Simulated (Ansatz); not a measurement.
# A workflow on S2F2 (Thio-thionyl fluoride)

Aim: a series of 28 runs (HF/STO-3G, UHF/STO-3G, HF/3-21G, UHF/3-21G, HF/6-31G*, UHF/6-31G*, B3LYP/6-31G*, UB3LYP/6-31G*, and more) of F2S2. 

The calculation is run with Ansatz 0.2.0.

### Step 1. Starting point

S2F2 has 4 atoms, charge 0, and is taken as a singlet. SMILES: `FS(F)=S`. The shape is that of a PBE0-D4/def2-TZVP optimisation. The run starts from this shape.

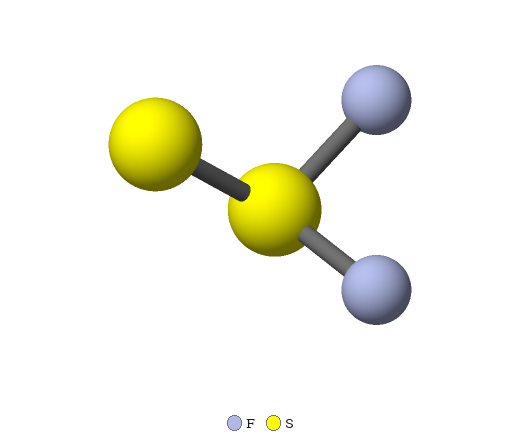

The structure, seen from a chosen angle (fluorine light blue, sulfur yellow).

### Step 2. A structure relaxation at HF/STO-3G (run 1)

job.yaml

```yaml
basis:
  gaussian:
    orbitals: STO-3G
crystal:
  periodic: [false, false, false]
  atoms:
    - symbol: F
      position_ang: [0.734930, 0.336790, 1.199050]
    - symbol: S
      position_ang: [-0.480890, -0.090070, 0.240730]
    - symbol: F
      position_ang: [0.313460, -1.382440, -0.286190]
    - symbol: S
      position_ang: [-0.567510, 1.135710, -1.153590]
hamiltonian:
  xc: hf
relax:
  f_tol: 0.002
output:
  orbitals: {seedname: orbitals}
```

On the command line:

```
$ ansatz run job.yaml --threads 1 --pin off --max-ram 3480MiB --events-out events.jsonl --progress --plain --runs-dir runs
```

Output, cut to the lines that bear on the results:

```text
Warning: RAYON_NUM_THREADS=1 ignored (pool sized by the plan → 1); use --threads N
[...]
Functional definition: HF
  name "HF"
[...]
378 factors; integrals over basis functions are off by at most 2.8e-6 eV
[...]
mean field -26727.97271245 eV, -982.2348803120 hartree, gradient 3.2e-5 eV, S^2 0.000000; 0 other end points of the search recorded, 0 dependent functions left out
[...]
reference -26727.97271245 eV, -982.2348803120 hartree; 25, 25 occupied and 3, 3 virtual orbitals, 378 factors
relax step   1: F+E_penalty+E_count = -26727.97271245 eV  Δ(F+E_penalty+E_count) = +0.000e0 eV  max|allowed force component| = 4.347e0 eV/Å  Δτ_max = 0.0000 Å  (31 SCF iters, accepted)
[...]
relax step   6: F+E_penalty+E_count = -26728.58109870 eV  Δ(F+E_penalty+E_count) = -4.059e-5 eV  max|allowed force component| = 9.729e-3 eV/Å  Δτ_max = 0.0014 Å  (30 SCF iters, accepted)
[...]
relax step   7: F+E_penalty+E_count = -26728.58109994 eV  Δ(F+E_penalty+E_count) = -1.235e-6 eV  max|allowed force component| = 6.189e-4 eV/Å  Δτ_max = 0.0002 Å  (30 SCF iters, accepted)
378 factors; integrals over basis functions are off by at most 3.1e-6 eV
[...]
mean field -26728.58109994 eV, -982.2572381397 hartree, gradient 6.6e-6 eV, S^2 0.000000; 1 other end points of the search recorded, 0 dependent functions left out
[...]
reference -26728.58109994 eV, -982.2572381397 hartree; 25, 25 occupied and 3, 3 virtual orbitals, 378 factors
Total energy: -26728.58109994 eV, -982.2572381397 hartree
Atom 0 at     0.764853     0.350699     1.232982 Å, force     0.000082     0.000384     0.000320 eV/Å
Atom 1 at    -0.514155    -0.140757     0.308833 Å, force    -0.000011     0.000527    -0.000608 eV/Å
Atom 2 at     0.329656    -1.424501    -0.300613 Å, force    -0.000103    -0.000369    -0.000331 eV/Å
Atom 3 at    -0.580365     1.214550    -1.241203 Å, force     0.000032    -0.000542     0.000619 eV/Å
Dipole moment:    -0.075987    -0.365576     0.444733 e Å
```

Wall time 2.1 s (1 thread of Arm Neoverse V2, shared host); peak memory 0.081 GiB.

Step by step:

```csv
step,energy from the first frame kept (eV),largest force (eV/Å)
1,0.0000,5.7691
2,-0.5816,0.9876
3,-0.6067,0.1258
4,-0.6081,0.0917
5,-0.6083,0.0530
6,-0.6084,0.0099
7,-0.6084,0.0008
```

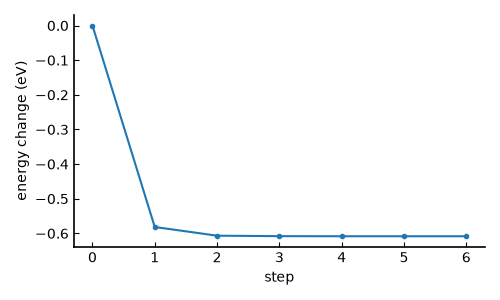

Energy along the run.

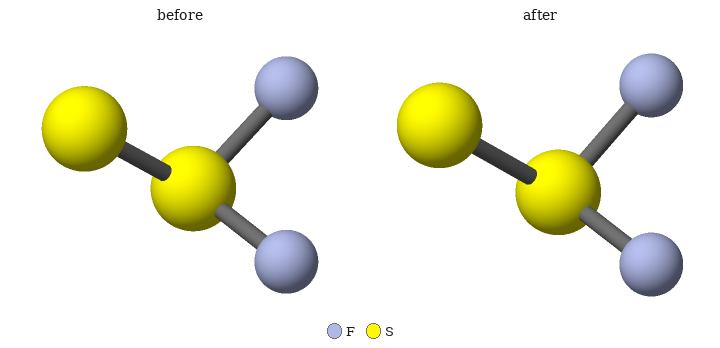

Before and after, at one scale.

After the run. Bond lengths: F1–S2 1.653 Å, S2–F3 1.653 Å, S2–S4 2.060 Å. Angles: F1–S2–F3 92.4°, F1–S2–S4 104.5°, F3–S2–S4 104.5°.

### Step 3. The harmonic vibrations at HF/STO-3G (run 2)

in.yaml

```yaml
crystal:
  periodic: [false, false, false]
  atoms:
    - {symbol: F, position_ang: [0.764853, 0.350699, 1.232982]}
    - {symbol: S, position_ang: [-0.514155, -0.140757, 0.308833]}
    - {symbol: F, position_ang: [0.329656, -1.424501, -0.300613]}
    - {symbol: S, position_ang: [-0.580365, 1.214550, -1.241203]}
basis:
  gaussian:
    orbitals: STO-3G
hamiltonian:
  xc: hf
phonons:
  temperatures:
    t_min: 298.15
    t_max: 298.15
    t_step: 1
```

On the command line:

```
$ ansatz run in.yaml --threads 1 --pin off --max-ram 3480MiB --events-out events.jsonl --progress --plain --runs-dir runs
```

Output, cut to the lines that bear on the results:

```text
Warning: RAYON_NUM_THREADS=1 ignored (pool sized by the plan → 1); use --threads N
[... 2 set-up lines as earlier in the session ...]
[...]
374 factors; integrals over basis functions are off by at most 3.1e-6 eV
[...]
mean field -26728.58109127 eV, -982.2572378211 hartree, gradient 3.6e-5 eV, S^2 0.000000; 0 other end points of the search recorded, 0 dependent functions left out
[...]
reference -26728.58109127 eV, -982.2572378211 hartree; 25, 25 occupied and 3, 3 virtual orbitals, 374 factors
[...]
374 factors; integrals over basis functions are off by at most 3.1e-6 eV
[...]
mean field -26728.58101284 eV, -982.2572349390 hartree, gradient 1.5e-6 eV, S^2 0.000000; 0 other end points of the search recorded, 0 dependent functions left out
[...]
reference -26728.58101284 eV, -982.2572349390 hartree; 25, 25 occupied and 3, 3 virtual orbitals, 374 factors
[...]
374 factors; integrals over basis functions are off by at most 3.1e-6 eV
[...]
reference -26728.58108743 eV, -982.2572376802 hartree; 25, 25 occupied and 3, 3 virtual orbitals, 374 factors
[...]
374 factors; integrals over basis functions are off by at most 3.1e-6 eV
mean field -26728.58108732 eV, -982.2572376759 hartree, gradient 1.5e-6 eV, S^2 0.000000; 0 other end points of the search recorded, 0 dependent functions left out
[...]
reference -26728.58108732 eV, -982.2572376759 hartree; 25, 25 occupied and 3, 3 virtual orbitals, 374 factors
Total energy: -26728.58109127 eV, -982.2572378211 hartree
Atom 0 at     0.764853     0.350699     1.232982 Å, force     0.000094     0.000411     0.000348 eV/Å
Atom 1 at    -0.514155    -0.140757     0.308833 Å, force    -0.000020     0.000525    -0.000603 eV/Å
Atom 2 at     0.329656    -1.424501    -0.300613 Å, force    -0.000105    -0.000403    -0.000354 eV/Å
Atom 3 at    -0.580365     1.214550    -1.241203 Å, force     0.000031    -0.000533     0.000609 eV/Å
Dipole moment:    -0.075987    -0.365576     0.444733 e Å
Vibrations: 214.70 259.65 361.55 475.73 966.51 971.68 cm⁻¹, zero-point energy 0.201464 eV
```

Run time: 3.3 s. Hardware: 1 thread of Arm Neoverse V2, shared host; peak memory 0.081 GiB.

Runs 3 to 27 aren't shown in full; the table further down has their settings and results.

### Step 4. The harmonic vibrations at SVWN5/def2-TZVP (run 28)

run.yaml

```yaml
crystal:
  periodic: [false, false, false]
  atoms:
    - {symbol: F, position_ang: [0.740626, 0.342248, 1.205468]}
    - {symbol: S, position_ang: [-0.489218, -0.089075, 0.241933]}
    - {symbol: F, position_ang: [0.315787, -1.390704, -0.291628]}
    - {symbol: S, position_ang: [-0.567205, 1.137521, -1.155773]}
basis:
  gaussian:
    orbitals: def2-TZVP
hamiltonian:
  xc: {name: SVWN5}
phonons:
  temperatures:
    t_min: 298.15
    t_max: 298.15
    t_step: 1
```

On the command line:

```
$ ansatz run run.yaml --threads 1 --pin off --max-ram 3480MiB --events-out events.jsonl --progress --plain --runs-dir runs
```

Output, cut to the lines that bear on the results:

```text
Warning: RAYON_NUM_THREADS=1 ignored (pool sized by the plan → 1); use --threads N
Functional definition: SVWN5
  name "SVWN5"
[...]
834 factors; their error is unknown
[...]
mean field -26999.42780863 eV, -992.2106710976 hartree, gradient 1.1e-5 eV, S^2 0.000000; 0 other end points of the search recorded, 0 dependent functions left out
[...]
reference -26999.42783100 eV, -992.2106719196 hartree; 25, 25 occupied and 111, 111 virtual orbitals, 834 factors
[...]
834 factors; their error is unknown
mean field -26999.42776946 eV, -992.2106696582 hartree, gradient 1.9e-6 eV, S^2 0.000000; 0 other end points of the search recorded, 0 dependent functions left out
[...]
reference -26999.42779183 eV, -992.2106704802 hartree; 25, 25 occupied and 111, 111 virtual orbitals, 834 factors
[...]
834 factors; their error is unknown
[...]
reference -26999.42782392 eV, -992.2106716596 hartree; 25, 25 occupied and 111, 111 virtual orbitals, 834 factors
[...]
834 factors; their error is unknown
mean field -26999.42780188 eV, -992.2106708498 hartree, gradient 8.9e-7 eV, S^2 0.000000; 0 other end points of the search recorded, 0 dependent functions left out
[...]
reference -26999.42782425 eV, -992.2106716717 hartree; 25, 25 occupied and 111, 111 virtual orbitals, 834 factors
Total energy: -26999.42783100 eV, -992.2106719196 hartree
Atom 0 at     0.740626     0.342248     1.205468 Å, force     0.000323     0.000285     0.000480 eV/Å
Atom 1 at    -0.489218    -0.089075     0.241933 Å, force    -0.000342     0.000242    -0.000183 eV/Å
Atom 2 at     0.315787    -1.390704    -0.291628 Å, force     0.000111    -0.000578    -0.000265 eV/Å
Atom 3 at    -0.567205     1.137521    -1.155773 Å, force    -0.000092     0.000050    -0.000032 eV/Å
Dipole moment:    -0.198892     0.029215     0.022624 e Å
Vibrations: 259.02 314.01 386.47 673.81 709.42 760.77 cm⁻¹, zero-point energy 0.192393 eV
```

Wall time 18 s (1 thread of Arm Neoverse V2, shared host); peak memory 0.14 GiB.

### Step 5. The series

```csv
run,level,task,walk f tol,partner,energy (Eh),dipole moment (D),wall time
1,HF/STO-3G,optimise,0.002,base,-982.257238,2.79,2.1 s
2,HF/STO-3G,frequencies,–,base,-982.257238,2.79,3.3 s
3,UHF/STO-3G,energy,–,cation,-982.103891,–,0.66 s
4,UHF/STO-3G,optimise,–,cation,-982.107304,–,3.6 s
5,HF/3-21G,optimise,0.002,base,-988.787496,2.74,3.3 s
6,HF/3-21G,frequencies,–,base,-988.787495,2.74,3.6 s
7,UHF/3-21G,energy,–,cation,-988.453965,–,1.7 s
8,UHF/3-21G,optimise,–,cation,-988.474685,–,13 s
9,HF/6-31G* (Cartesian functions),optimise,0.002,base,-993.813945,1.88,6 s
10,HF/6-31G* (Cartesian functions),frequencies,–,base,-993.813945,1.88,8.7 s
11,UHF/6-31G* (Cartesian functions),energy,–,cation,-993.473713,–,2 s
12,UHF/6-31G* (Cartesian functions),optimise,–,cation,-993.483942,–,11 s
13,B3LYP/6-31G* (Cartesian functions),optimise,0.002,base,-996.002181,1.28,13 s
14,B3LYP/6-31G* (Cartesian functions),frequencies,–,base,-996.002181,1.28,19 s
15,UB3LYP/6-31G* (Cartesian functions),energy,–,cation,-995.617337,–,3.6 s
16,UB3LYP/6-31G* (Cartesian functions),optimise,–,cation,-995.625721,–,20 s
17,PBE/def2-SVP,optimise,0.002,base,-995.094678,1.29,9.6 s
18,PBE/def2-SVP,frequencies,–,base,-995.094678,1.29,11 s
19,UPBE/def2-SVP,energy,–,cation,-994.706936,–,5.1 s
20,UPBE/def2-SVP,optimise,–,cation,-994.715083,–,21 s
21,MP2/6-31G* (Cartesian functions),optimise,0.002,base,-994.424027,1.36,9.3 s
22,MP2/6-31G* (Cartesian functions),frequencies,–,base,-994.424027,1.36,19 s
23,UMP2/6-31G* (Cartesian functions),energy,–,cation,-994.044244,–,2.8 s
24,UMP2/6-31G* (Cartesian functions),optimise,–,cation,-994.055619,–,18 s
25,CCSD(T)/cc-pVDZ,optimise,0.002,base,-994.544733,1.62,2.7 min
26,CCSD(T)/cc-pVDZ,frequencies,–,base,-994.544733,1.62,5.2 min
27,SVWN5/def2-TZVP,optimise,0.002,base,-992.210672,0.97,9.9 s
28,SVWN5/def2-TZVP,frequencies,–,base,-992.210672,0.97,18 s
```

### Step 6. Outcome

```
                                                                             quantity          value
                                                run 28, SVWN5/def2-TZVP: total energy  -992.21067 Eh
                                               run 28, SVWN5/def2-TZVP: dipole moment         0.97 D
                                    run 28, SVWN5/def2-TZVP: largest force on an atom     0.001 eV/Å
                                  run 28, SVWN5/def2-TZVP: lowest harmonic wavenumber       259 cm⁻¹
                                 run 28, SVWN5/def2-TZVP: highest harmonic wavenumber       761 cm⁻¹
                                           run 28, SVWN5/def2-TZVP: zero-point energy    18.6 kJ/mol
                        vertical ionisation energy (to the doublet cation), HF/STO-3G       4.173 eV
                     vertical ionisation energy (to the doublet cation), B3LYP/6-31G*      10.472 eV
                       vertical ionisation energy (to the doublet cation), MP2/6-31G*      10.334 eV
   adiabatic ionisation energy (to the doublet cation, no zero-point term), HF/STO-3G       4.080 eV
   adiabatic ionisation energy (to the doublet cation, no zero-point term), HF/6-31G*       8.980 eV
adiabatic ionisation energy (to the doublet cation, no zero-point term), B3LYP/6-31G*      10.244 eV
adiabatic ionisation energy (to the doublet cation, no zero-point term), PBE/def2-SVP      10.329 eV
  adiabatic ionisation energy (to the doublet cation, no zero-point term), MP2/6-31G*      10.025 eV
```

What this shows: At HF/STO-3G: removing an electron at fixed nuclei costs 4.17 eV (403 kJ/mol). In a minimal basis such a difference can be off by several eV, whatever the method. At B3LYP/6-31G*: removing an electron at fixed nuclei costs 10.47 eV (241 kcal/mol). At MP2/6-31G*: the vertical ionisation energy comes to 10.33 eV (997 kJ/mol). At HF/STO-3G: the adiabatic ionisation energy (to the doublet cation, no zero-point term) is 4.08 eV (394 kJ/mol). At HF/6-31G*: the adiabatic ionisation energy (to the doublet cation, no zero-point term) is 8.98 eV (207 kcal/mol). Totals of different functionals can't be ranked against each other. In runs 1, 2, 3, 4 the basis is minimal, so the values are rough. Spin contamination of the reference: run 8 ⟨S²⟩ = 1.76. Where it is this large, the reference is a mixture of spin states, and values that rest on it are in doubt. All runs together took 12 min, the longest 5.2 min.
